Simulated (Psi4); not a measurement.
# triplet OF2: levels of theory compared

Aim: a comparison of 3 runs (U-wB97X-V/cc-pVTZ, UHSE06/cc-pVTZ, UTPSSh/cc-pVTZ) of triplet OF2. 

The calculation is run with Psi4 1.11.

### 1 Starting point

OF2 has 3 atoms, charge 0, and is taken as a triplet. SMILES of the parent species: `FOF`. The coordinates come from a PBE0-D4/def2-TZVP relaxation. That shape belongs to the parent species and isn't relaxed for this state.

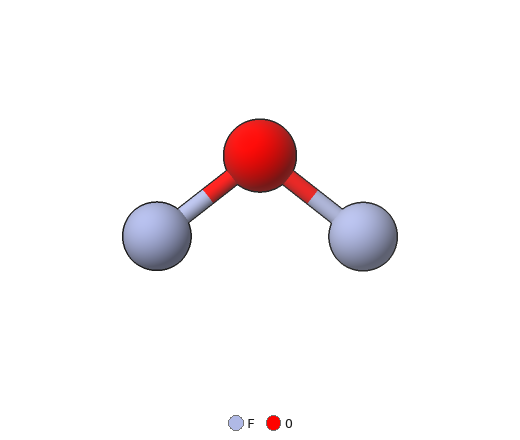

Viewed from a chosen angle; fluorine light blue, oxygen red.

### 2 A single-point energy at U-wB97X-V/cc-pVTZ (run 1)

File f2o.xyz:

```xyz
3
F2O
F      0.953290    -0.339960     0.488270
O      0.000520     0.563910     0.062040
F     -0.953810    -0.223960    -0.550310
```

File run.py:

```python
import numpy as np
from ase.calculators.psi4 import Psi4
from ase.io import read

atoms = read('f2o.xyz')
calc = Psi4(atoms=atoms, method='wb97x-v', basis='cc-pVTZ', memory='2200MB', num_threads=1, charge=0, multiplicity=3, label='calc', reference='uks')
calc.psi4.set_options({'puream': True, 'e_convergence': 1e-09, 'd_convergence': 1e-08, 'scf_type': 'pk', 'dft_radial_points': 99, 'dft_spherical_points': 590, 'maxiter': 100})
atoms.calc = calc

print(f'energy: {atoms.get_potential_energy():.6f} eV')
```

Command:

```sh
$ python run.py
```

calc.dat:

```text
[...]
  Running in c1 symmetry.
[...]
  Nuclear repulsion =   74.899326329014286
[...]
  Multiplicity = 3
[...]
  Nalpha       = 14
  Nbeta        = 12
[...]
    Number of basis functions: 90
[...]
   @UKS iter   1:  -274.48839626581412   -3.58983e-01   4.29509e-03 ADIIS/DIIS
[...]
   @UKS iter  17:  -274.53576698126653   -1.84741e-11   8.86517e-09 DIIS
[...]
   @S^2 Observed:                2.010189616E+00
[...]
  @UKS Final Energy:  -274.53576698126653
   => Energetics <=
    Nuclear Repulsion Energy =             74.8993263290142863
    One-Electron Energy =                -530.4311760005469978
    Two-Electron Energy =                 202.0616326892409234
    DFT Exchange-Correlation Energy =     -21.1747318876493154
    Empirical Dispersion Energy =           0.0000000000000000
    VV10 Nonlocal Energy =                  0.1091818886745981
    Total Energy =                       -274.5357669812665335
[...]
 Multipole Moments:
 ------------------------------------------------------------------------------------
     Multipole            Electronic (a.u.)      Nuclear  (a.u.)        Total (a.u.)
 ------------------------------------------------------------------------------------
 L = 1.  Multiply by 2.5417464519 to convert [e a0] to [Debye]
 Dipole X            :         -0.0000043            0.0004386            0.0004343
 Dipole Y            :         -0.1539591            0.4756448            0.3216857
 Dipole Z            :         -0.0168622            0.0523290            0.0354668
 Magnitude           :                                                    0.3236353
[...]
```

Standard output:

```text
energy: -7470.498733 eV
```

Wall time 85 s (1 thread of Intel Xeon at 2.50GHz (Skylake/Cascade Lake), shared host); peak memory 0.81 GiB.

### 3 Energy and gradient at UHSE06/cc-pVTZ (run 2)

File f2o.inp:

```
memory 2.2 GB

molecule m {
  0 3
  F
  O 1 1.380733
  F 2 1.380745 1 103.90453
  symmetry c1
  no_reorient
  no_com
}

set globals {
  basis                cc-pVTZ
  reference            uks
  puream               true
  e_convergence        1e-09
  d_convergence        1e-08
  scf_type             pk
  dft_radial_points    99
  dft_spherical_points 590
  maxiter              100
}

e_tot, wfn = gradient("hse06", return_wfn=True)
oeprop(wfn, "QUADRUPOLE", "LOWDIN_CHARGES", "MAYER_INDICES")
```

Command:

```sh
$ psi4 -i f2o.inp -o f2o.out -n 1
```

f2o.out:

```text
[...]
  Running in c1 symmetry.
[...]
  Nuclear repulsion =   74.899333547315663
[...]
  Multiplicity = 3
[...]
  Nalpha       = 14
  Nbeta        = 12
[...]
    Number of basis functions: 90
[...]
   @UKS iter   1:  -274.36205496058494   -2.02003e-01   3.88731e-03 DIIS/ADIIS
[...]
   @UKS iter  13:  -274.39717970733176    1.40403e-11   4.01993e-09 DIIS
[...]
   @S^2 Observed:                2.010748710E+00
[...]
  @UKS Final Energy:  -274.39717970733176
   => Energetics <=
    Nuclear Repulsion Energy =             74.8993335473156634
    One-Electron Energy =                -530.5293528714173590
    Two-Electron Energy =                 203.7186456171208988
    DFT Exchange-Correlation Energy =     -22.4858060003509905
    Empirical Dispersion Energy =           0.0000000000000000
    VV10 Nonlocal Energy =                  0.0000000000000000
    Total Energy =                       -274.3971797073317589
[...]
  -Total Gradient:
     Atom            X                  Y                   Z
    ------   -----------------  -----------------  -----------------
       1        0.051886595487    -0.150682294270    -0.000000000000
       2        0.082010026885     0.064065715107     0.000000000000
       3       -0.133912983712     0.086603755389     0.000000000000
[...]
```

Wall time 76 s (1 thread of Intel Xeon at 2.50GHz (Skylake/Cascade Lake), shared host); peak memory 0.79 GiB.

### 4 A single-point energy at UTPSSh/cc-pVTZ (run 3)

File f2o.json:

```json
{
  "schema_name": "qcschema_input",
  "schema_version": 1,
  "molecule": {
    "schema_name": "qcschema_molecule",
    "schema_version": 2,
    "symbols": ["F", "O", "F"],
    "geometry": [1.80145702, -0.64243129, 0.92269657, 0.00098266, 1.06563546, 0.11723861, -1.80243967, -0.42322306, -1.03993518],
    "molecular_charge": 0,
    "molecular_multiplicity": 3,
    "fix_symmetry": "c1"
  },
  "driver": "energy",
  "model": {
    "method": "tpssh",
    "basis": "cc-pVTZ"
  },
  "keywords": {
    "reference": "uks",
    "puream": true,
    "e_convergence": 1e-09,
    "d_convergence": 1e-08,
    "scf_type": "pk",
    "dft_radial_points": 99,
    "dft_spherical_points": 590,
    "maxiter": 100,
    "scf_properties": ["LOWDIN_CHARGES", "DIPOLE", "WIBERG_LOWDIN_INDICES"]
  }
}
```

Command:

```sh
$ psi4 --qcschema f2o.json -n 1 --memory 2200MB
```

stdout:

```text
[...]
  Running in c1 symmetry.
[...]
  Nuclear repulsion =   74.899326465637344
[...]
  Multiplicity = 3
[...]
  Nalpha       = 14
  Nbeta        = 12
[...]
    Number of basis functions: 90
[...]
   @UKS iter   1:  -274.60829329029190   -1.81799e-01   3.86646e-03 ADIIS/DIIS
[...]
   @UKS iter  13:  -274.64087219904525   -1.08002e-12   6.03069e-09 DIIS
[...]
   @S^2 Observed:                2.007740177E+00
[...]
  @UKS Final Energy:  -274.64087219904525
   => Energetics <=
    Nuclear Repulsion Energy =             74.8993264656373441
    One-Electron Energy =                -530.6239521819557012
    Two-Electron Energy =                 207.6448110521779427
    DFT Exchange-Correlation Energy =     -26.5610575349048013
    Empirical Dispersion Energy =           0.0000000000000000
    VV10 Nonlocal Energy =                  0.0000000000000000
    Total Energy =                       -274.6408721990452477
[...]
 Multipole Moments:
 ------------------------------------------------------------------------------------
     Multipole            Electronic (a.u.)      Nuclear  (a.u.)        Total (a.u.)
 ------------------------------------------------------------------------------------
 L = 1.  Multiply by 2.5417464519 to convert [e a0] to [Debye]
 Dipole X            :         -0.0106700            0.0256463            0.0149763
 Dipole Y            :         -0.2001063            0.4778271            0.2777208
 Dipole Z            :         -0.0000000            0.0000000           -0.0000000
 Magnitude           :                                                    0.2781243
[...]
```

The result, in JSON:

```text
{
 "driver": "energy",
 "model": {
  "method": "tpssh",
  "basis": "cc-pVTZ"
 },
 "success": true,
 "return_result": -274.64087219904525,
 "properties": {
  "calcinfo_nbasis": 90,
  "calcinfo_nmo": 90,
  "calcinfo_nalpha": 14,
  "calcinfo_nbeta": 12,
  "calcinfo_natom": 3,
  "nuclear_repulsion_energy": 74.89932646563734,
  "return_energy": -274.64087219904525,
  "scf_one_electron_energy": -530.6239521819557,
  "scf_two_electron_energy": 207.64481105217794,
  "scf_xc_energy": -26.5610575349048,
  "scf_dipole_moment": [0.014976324993509302, 0.27772081652284136, -2.4697830891572314e-15],
  "scf_total_energy": -274.64087219904525,
  "scf_iterations": 13
 }
}
```

Wall time 52 s (1 thread of Intel Xeon at 2.50GHz (Skylake/Cascade Lake), shared host); peak memory 1.3 GiB.

### 5 Overview of the runs

```csv
run,level,task,energy (Eh),dipole moment (D),HOMO energy (eV),⟨S²⟩,wall time
1,U-wB97X-V/cc-pVTZ,energy,-274.535767,0.82,-8.33,2.010,85 s
2,UHSE06/cc-pVTZ,gradient,-274.397180,0.80,-5.53,2.011,76 s
3,UTPSSh/cc-pVTZ,energy,-274.640872,0.71,-4.81,2.008,52 s
```

### 6 What came out

```
                                 quantity          value
                      run 3: total energy  -274.64087 Eh
                     run 3: dipole moment         0.71 D
run 3: HOMO energy (highest over α and β)       -4.81 eV
                              run 3: ⟨S²⟩          2.008
```

The dipole moment (its size) runs from 0.71 D (UTPSSh/cc-pVTZ) to 0.82 D (U-wB97X-V/cc-pVTZ). Totals of different functionals can't be ranked against each other. All runs together took 3.6 min, the longest 85 s.
